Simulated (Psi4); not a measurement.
## BCl: geometry relaxation (part 1 of 3)

- system: BCl, SMILES [B]Cl
- method: BP86/3-21G, RKS (Psi4 1.11)

The geometry comes from this level: PBE0-D4/def2-TZVP.

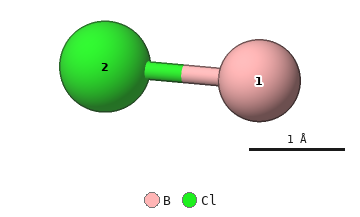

Fig. 1: The structure as given in the input (ball-and-stick view, seen at a tilt; atoms are numbered from 1 in the order of the input). Bond lengths as drawn: B–Cl 1.72 Å.

Input file (run.py)
```python
import psi4

psi4.set_memory(1600000000)
psi4.set_num_threads(1)
psi4.set_output_file('psi4.out', False)

with open('bcl.xyz') as f:
    atoms = ''.join(f.readlines()[2:])
m = psi4.geometry('0 1\n' + atoms + '')

psi4.set_options({
    'basis': '3-21G',
})

result, w = psi4.optimize("bp86", return_wfn=True)
print(f'total energy {result:.8f} hartree = {result * 27.211386:.5f} eV')
print(m.to_string(dtype='xyz', units='Angstrom'))
```

File bcl.xyz
```
2
BCl
B      0.000000     0.000000    -0.069660
Cl     0.000000     0.000000     1.648190
```

Machine: 1 thread of INTEL XEON PLATINUM @ 2.10GHz (Emerald Rapids), 24 GiB of memory available, shared host.

Launched with:
```bash
python run.py
```

The program's output
```
Psi4 1.11 release

gradient() will perform analytic gradient computation.

   => Loading Basis Set <=

    Name: 3-21G
    Role: ORBITAL
    Keyword: BASIS

         ---------------------------------------------------------
                                   SCF
                              RKS Reference
                        1 Threads,   1525 MiB Core
         ---------------------------------------------------------

  ==> Geometry <==

    Molecular point group: c2v
    Full point group: C_inf_v

    Geometry (in Angstrom), charge = 0, multiplicity = 1:

       Center              X                  Y                   Z               Mass
    ------------   -----------------  -----------------  -----------------  -----------------
         B            0.000000000000     0.000000000000    -1.306516966706    11.009305360000
         CL           0.000000000000     0.000000000000     0.411333033294    34.968852682000

  Running in c2v symmetry.

  Rotational constants: A = ************  B =      0.68224  C =      0.68224 [cm^-1]
  Rotational constants: A = ************  B =  20452.99859  C =  20452.99859 [MHz]
  Nuclear repulsion =   26.183929276100940

  Charge       = 0
  Multiplicity = 1
  Electrons    = 22
  Nalpha       = 11
  Nbeta        = 11

  ==> Algorithm <==

  SCF Algorithm Type is DF.
  DIIS enabled.
  MOM disabled.
  Fractional occupation disabled.
  Guess Type is SAD.
  Energy threshold   = 1.00e-08
  Density threshold  = 1.00e-08
  Integral threshold = 1.00e-12

  ==> Primary Basis <==

  Basis Set: 3-21G
    Blend: 3-21G
    Number of shells: 12
    Number of basis functions: 22
    Number of Cartesian functions: 22
    Spherical Harmonics?: false
    Max angular momentum: 1

  ==> DFT Potential <==

   => LibXC <=

    Version 7.1.2

   => Composite Functional: BP86 <=

    BP86 GGA Exchange-Correlation Functional

    Deriv               =              1
    GGA                 =           TRUE
    Meta                =          FALSE

    Exchange Hybrid     =          FALSE
    MP2 Hybrid          =          FALSE

   => Exchange Functionals <=

    1.0000     XC_GGA_X_B88

   => Correlation Functionals <=

    1.0000     XC_GGA_C_P86

   => LibXC Density Thresholds  <==

    XC_GGA_C_P86:  1.00E-15
    XC_GGA_X_B88:  1.00E-15

   => Molecular Quadrature <=

    Radial Scheme          =       TREUTLER
    Pruning Scheme         =           NONE
    Nuclear Scheme         =       TREUTLER

    Blocking Scheme        =         OCTREE
    BS radius alpha        =              1
    Pruning alpha          =              1
    Radial Points          =             75
    Spherical Points       =            302
    Total Points           =          41309
    Total Blocks           =            372
    Max Points             =            254
    Max Functions          =             22
    Weights Tolerance      =       1.00E-15

   => Loading Basis Set <=

    Name: (3-21G AUX)
    Role: JKFIT
    Keyword: DF_BASIS_SCF

  ==> Integral Setup <==

  DFHelper Memory: AOs need 0.001 GiB; user supplied 1.095 GiB.
  SCF_SUBTYPE=INCORE selected. In-core MEM_DF algorithm will be used.
  Using in-core AOs.

  ==> MemDFJK: Density-Fitted J/K Matrices <==

    J tasked:                   Yes
    K tasked:                    No
    wK tasked:                   No
    Memory [MiB]:              1121
    Algorithm:                 Core
    Schwarz Cutoff:           1E-12
    Mask sparsity (%):       0.4132
    Fitting Condition:        1E-10

   => Auxiliary Basis Set <=

  Basis Set: (3-21G AUX)
    Blend: DEF2-UNIVERSAL-JKFIT
    Number of shells: 63
    Number of basis functions: 244
    Number of Cartesian functions: 244
    Spherical Harmonics?: false
    Max angular momentum: 4

  Cached 100.0% of DFT collocation blocks in 0.023 [GiB].

  Minimum eigenvalue in the overlap matrix is 2.6124434744E-02.
  Reciprocal condition number of the overlap matrix is 8.5563708309E-03.
    Using symmetric orthogonalization.

  ==> Pre-Iterations <==

  SCF Guess: Superposition of Atomic Densities via on-the-fly atomic UHF (no occupation information).

   -------------------------
    Irrep   Nso     Nmo
   -------------------------
     A1        12      12
     A2         0       0
     B1         5       5
     B2         5       5
   -------------------------
    Total      22      22
   -------------------------

  ==> Iterations <==

                           Total Energy        Delta E     RMS |[F,P]|

   @DF-RKS iter SAD:  -482.47960993967160   -4.82480e+02   0.00000e+00
   @DF-RKS iter   1:  -482.62887310024689   -1.49263e-01   1.06016e-02 DIIS/ADIIS
   @DF-RKS iter   2:  -482.64030486455647   -1.14318e-02   5.82948e-03 DIIS/ADIIS
   @DF-RKS iter   3:  -482.64479285311592   -4.48799e-03   6.61162e-04 DIIS/ADIIS
   @DF-RKS iter   4:  -482.64484118005066   -4.83269e-05   4.13196e-04 DIIS/ADIIS
   @DF-RKS iter   5:  -482.64486433470739   -2.31547e-05   1.77801e-05 DIIS
   @DF-RKS iter   6:  -482.64486438782751   -5.31201e-08   3.05546e-06 DIIS
   @DF-RKS iter   7:  -482.64486438941543   -1.58792e-09   1.75335e-07 DIIS
   @DF-RKS iter   8:  -482.64486438941947   -4.03588e-12   5.02017e-09 DIIS
  Energy and wave function converged.

  ==> Post-Iterations <==

   Electrons on quadrature grid:
      Ntotal   =   21.9999955063 ; deviation = -4.494e-06

    Orbital Energies [Eh]
    ---------------------

    Doubly Occupied:

       1A1  -100.068533     2A1    -9.169780     3A1    -7.001590
       1B1    -6.996745     1B2    -6.996745     4A1    -6.596195
       5A1    -0.838206     6A1    -0.470338     2B2    -0.363701
       2B1    -0.363701     7A1    -0.235415

    Virtual:

       3B1    -0.107575     3B2    -0.107575     8A1     0.079047
       9A1     0.366929     4B2     0.389159     4B1     0.389159
      10A1     0.463368     5B1     0.531500     5B2     0.531500
      11A1     0.567438    12A1     0.721673

    Final Occupation by Irrep:
             A1    A2    B1    B2
    DOCC [     7,    0,    2,    2 ]
    NA   [     7,    0,    2,    2 ]
    NB   [     7,    0,    2,    2 ]

  @DF-RKS Final Energy:  -482.64486438941947

   => Energetics <=

    Nuclear Repulsion Energy =             26.1839292761009403
    One-Electron Energy =                -716.6014885076708651
    Two-Electron Energy =                 239.9392471484183602
    DFT Exchange-Correlation Energy =     -32.1665523062678815
    Empirical Dispersion Energy =           0.0000000000000000
    VV10 Nonlocal Energy =                  0.0000000000000000
    Total Energy =                       -482.6448643894194674

Computation Completed

Properties will be evaluated at   0.000000,   0.000000,   0.000000 [a0]

Properties computed using the SCF density matrix

 Multipole Moments:

 ------------------------------------------------------------------------------------
     Multipole            Electronic (a.u.)      Nuclear  (a.u.)        Total (a.u.)
 ------------------------------------------------------------------------------------

 L = 1.  Multiply by 2.5417464519 to convert [e a0] to [Debye]
 Dipole X            :          0.0000000            0.0000000            0.0000000
 Dipole Y            :          0.0000000            0.0000000            0.0000000
 Dipole Z            :         -0.4900042            0.8694190            0.3794148
 Magnitude           :                                                    0.3794148

 ------------------------------------------------------------------------------------

	total time  =          1 seconds =       0.02 minutes

         ------------------------------------------------------------
                                   SCF GRAD
         ------------------------------------------------------------

  ==> Geometry <==

    Molecular point group: c2v
    Full point group: C_inf_v

    Geometry (in Angstrom), charge = 0, multiplicity = 1:

       Center              X                  Y                   Z               Mass
    ------------   -----------------  -----------------  -----------------  -----------------
         B            0.000000000000     0.000000000000    -1.306516966706    11.009305360000
         CL           0.000000000000     0.000000000000     0.411333033294    34.968852682000

  Nuclear repulsion =   26.183929276100940

  ==> Basis Set <==

  Basis Set: 3-21G
    Blend: 3-21G
    Number of shells: 12
    Number of basis functions: 22
    Number of Cartesian functions: 22
    Spherical Harmonics?: false
    Max angular momentum: 1

  ==> DFJKGrad: Density-Fitted SCF Gradients <==

    Gradient:                    1
    J tasked:                  Yes
    K tasked:                   No
    wK tasked:                  No
    Integrals threads:           1
    Memory [MiB]:             1144
    Schwarz Cutoff:          1E-12
    Fitting Condition:       1E-10

   => Auxiliary Basis Set <=

  Basis Set: (3-21G AUX)
    Blend: DEF2-UNIVERSAL-JKFIT
    Number of shells: 63
    Number of basis functions: 244
    Number of Cartesian functions: 244
    Spherical Harmonics?: false
    Max angular momentum: 4

   => Molecular Quadrature <=

    Radial Scheme          =       TREUTLER
    Pruning Scheme         =           NONE
    Nuclear Scheme         =       TREUTLER

    Blocking Scheme        =         OCTREE
    BS radius alpha        =              1
    Pruning alpha          =              1
    Radial Points          =             75
    Spherical Points       =            302
    Total Points           =          41309
    Total Blocks           =            372
    Max Points             =            254
    Max Functions          =             22
    Weights Tolerance      =       1.00E-15

  -Total Gradient:
     Atom            X                  Y                   Z
    ------   -----------------  -----------------  -----------------
       1       -0.000000000000     0.000000000000     0.035224239822
       2        0.000000000000    -0.000000000000    -0.035239764241

	total time  =          0 seconds =       0.00 minutes

    			-----------------------------------------

    			 OPTKING 3.0: for geometry optimizations

    			        with contributions from

    			-----------------------------------------

	                            ===> Fragment 1 <==

	 Z (Atomic Numbers)          Masses                          Geom
	       5.000000            11.009305          0.00000000  0.00000000 -2.46895925
	      17.000000            34.968853          0.00000000  0.00000000  0.77730678

	 - Coordinate -           - BOHR/RAD -       - ANG/DEG -
	 R(1,2)           =         3.246266           1.717850

	        --- Internal Coordinate Step in ANG or DEG, aJ/ANG or AJ/DEG ---
	-------------------------------------------------------------------------------
	           Coordinate      Previous         Force          Change          New
	           ----------      --------        ------          ------        ------
	               R(1,2)       1.71785        0.29027        0.05453       1.77238
	-------------------------------------------------------------------------------

	                                 ==> Convergence Check <==

	Measures of convergence in internal coordinates in au.

	Criteria marked as inactive (o), active & met (*), and active & unmet ( ).

	----------------------------------------------------------------------------------------------~
	   Step    Total Energy     Delta E     Max Force     RMS Force      Max Disp      RMS Disp   ~
	----------------------------------------------------------------------------------------------~
	  Convergence Criteria     1.00e-06 *    3.00e-04 *             o    1.20e-03 *             o~
	----------------------------------------------------------------------------------------------~
	     1    -482.64486439   -4.83e+02      3.52e-02      3.52e-02 o    1.03e-01      1.03e-01 o  ~
	----------------------------------------------------------------------------------------------

Next Geometry in Ang
	Fragment 1 (Ang)

	    B   0.0000000000   0.0000000000  -1.3337838353
	   Cl   0.0000000000   0.0000000000   0.4385999019

    Structure for next step:
    Molecular point group: c2v
    Full point group: C_inf_v

    Geometry (in Angstrom), charge = 0, multiplicity = 1:

    B            0.000000000000     0.000000000000    -1.347992795778
    CL           0.000000000000     0.000000000000     0.424390941469

gradient() will perform analytic gradient computation.

  ==> Geometry <==

    Molecular point group: c2v
    Full point group: C_inf_v

    Geometry (in Angstrom), charge = 0, multiplicity = 1:

       Center              X                  Y                   Z               Mass
    ------------   -----------------  -----------------  -----------------  -----------------
         B            0.000000000000     0.000000000000    -1.347992795778    11.009305360000
         CL           0.000000000000     0.000000000000     0.424390941469    34.968852682000

  Running in c2v symmetry.

  Rotational constants: A = ************  B =      0.64090  C =      0.64090 [cm^-1]
  Rotational constants: A = ************  B =  19213.74197  C =  19213.74197 [MHz]
  Nuclear repulsion =   25.378286858355462

  Charge       = 0
  Multiplicity = 1
  Electrons    = 22
  Nalpha       = 11
  Nbeta        = 11

  ==> Algorithm <==

  SCF Algorithm Type is DF.
  DIIS enabled.
  MOM disabled.
  Fractional occupation disabled.
  Guess Type is READ.
  Energy threshold   = 1.00e-08
  Density threshold  = 1.00e-08
  Integral threshold = 1.00e-12

   => Molecular Quadrature <=

    Radial Scheme          =       TREUTLER
    Pruning Scheme         =           NONE
    Nuclear Scheme         =       TREUTLER

    Blocking Scheme        =         OCTREE
    BS radius alpha        =              1
    Pruning alpha          =              1
    Radial Points          =             75
    Spherical Points       =            302
    Total Points           =          41310
    Total Blocks           =            371
    Max Points             =            255
    Max Functions          =             22
    Weights Tolerance      =       1.00E-15

   => Loading Basis Set <=

    Name: 3-21G
    Role: ORBITAL
    Keyword: BASIS

  Reading orbitals from file scr/output.180.npy, no projection.

   => Auxiliary Basis Set <=

  Basis Set: (3-21G AUX)
    Blend: DEF2-UNIVERSAL-JKFIT
    Number of shells: 63
    Number of basis functions: 244
    Number of Cartesian functions: 244
    Spherical Harmonics?: false
    Max angular momentum: 4

  Cached 100.0% of DFT collocation blocks in 0.022 [GiB].

  Minimum eigenvalue in the overlap matrix is 2.9306313644E-02.
  Reciprocal condition number of the overlap matrix is 9.7387729255E-03.
    Using symmetric orthogonalization.

  ==> Pre-Iterations <==

  SCF Guess: Orbitals guess was supplied from a previous computation.
```
